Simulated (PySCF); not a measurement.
**C6H7NS (SMILES CSc1ccncc1): density, localisation and related maps**

The calculation's input:

```
{"job": {"xc": "wB97X-D", "basis": "pcSseg-1", "solvent": "chloroform", "kind": "nmr", "pop": true}, "charge": 0, "multiplicity": 1}
C      2.697911    -0.314564     0.201385
S      1.687618     1.163711     0.030363
C      0.056857     0.527807    -0.059835
C     -0.283702    -0.828653    -0.020312
C     -1.631100    -1.179888    -0.105995
N     -2.627065    -0.308952    -0.223272
C     -2.295630     0.981699    -0.259903
C     -0.990845     1.453219    -0.183641
H      2.605572    -0.974899    -0.673044
H      3.734795     0.042039     0.264831
H      2.457957    -0.866536     1.121490
H      0.469968    -1.610684     0.074383
H     -1.909678    -2.240253    -0.076641
H     -3.121899     1.695734    -0.356840
H     -0.787711     2.526128    -0.219297
```

Run with:

```sh
OMP_NUM_THREADS=1 python ens_run.py task.json out
```

Geometry: PBE0-D3(BJ)/def2-SVP.

All numbers below come from wB97X-D/pcSseg-1, SCF density, in a chloroform solvent model, non-relativistic in PySCF.

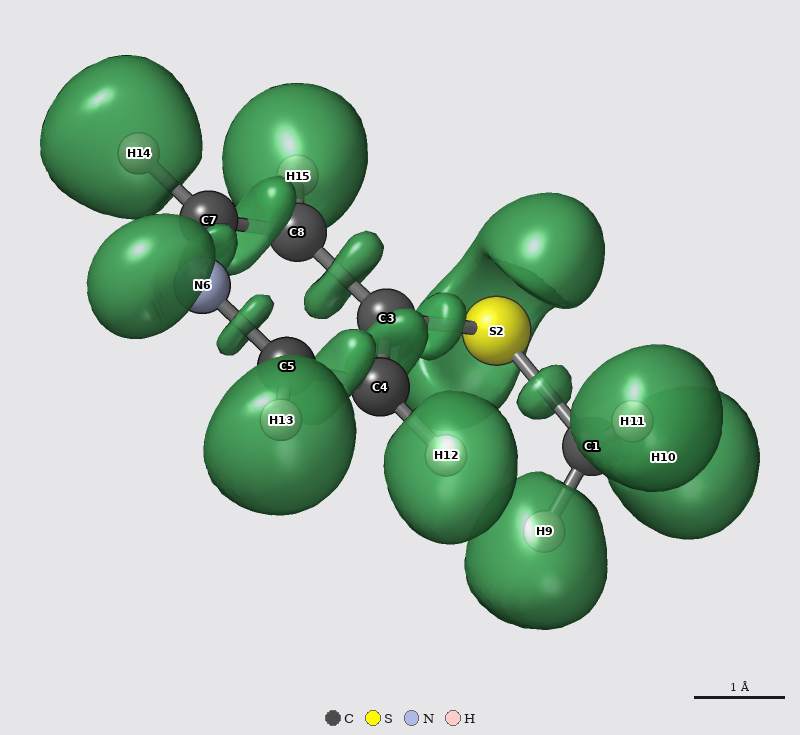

Figure 1. Isosurface of the ELF at 0.85 (green), seen at an oblique angle. Only the valence region is drawn (cores and ρ < 0.01 e/Å³ removed).

Q: Where are the electrons localised?

A: The surface consists of four regions between bonded C–C atoms (shared pairs), two regions between bonded C–N atoms (shared pairs), two regions between bonded C–S atoms (shared pairs), seven regions around hydrogen nuclei, one lobe on N, pointing away from the bonds (lone pairs) and one lobe on S, pointing away from the bonds (lone pairs, which may merge into one lobe). Along the contacts the grid gives the following. C–N (1.33 Å): the ELF peaks at about 0.90 between the atoms; localised, covalent bonding. C–C (1.39 Å): the ELF peaks at about 0.95 between the atoms: a covalent bond.

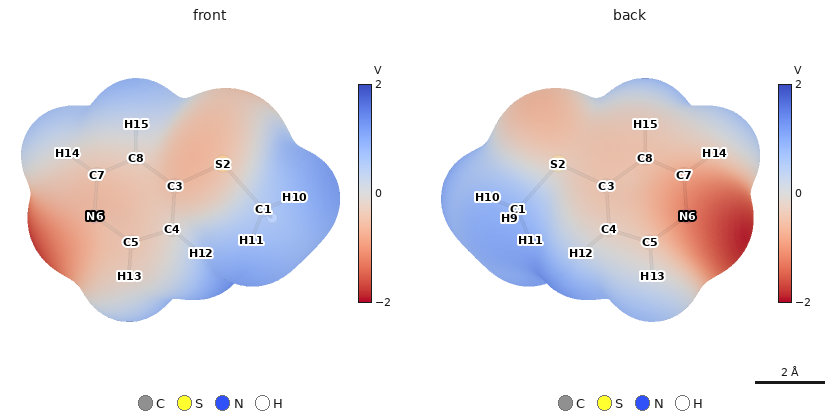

Figure 2. The electrostatic potential painted on the density surface at 0.001 e/bohr³, seen from the front and from behind; red is negative and blue positive.

Q: Where is the surface potential most negative and most positive?

A: The most negative region (about −1.9 V) lies over N6, the most positive (about +1.2 V) over H12. N6 is the likeliest acceptor of a hydrogen bond.

Q: How polar is the molecule by this calculation?

A: Its dipole moment is 3.62 D.

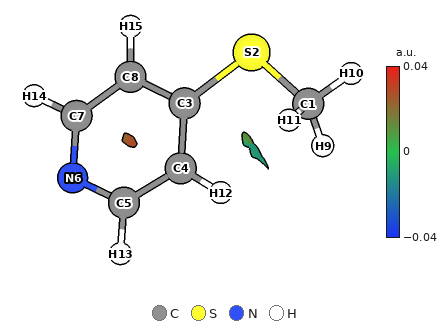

Figure 3. Non-covalent interaction (NCI) plot: the surface where the reduced density gradient is 0.4, for densities under 0.05 a.u., coloured by sign(λ₂)ρ; seen at a tilt.

Q: Which non-covalent interactions does the plot reveal?

A:
- Between H12 and C4 on one side and C1 and H11 on the other: a weak contact, attractive (blue-green) on one side and crowded (olive to red) on the other
- Inside the ring or cage of C3, C4, C5, N6, C7 and C8: steric crowding (red)
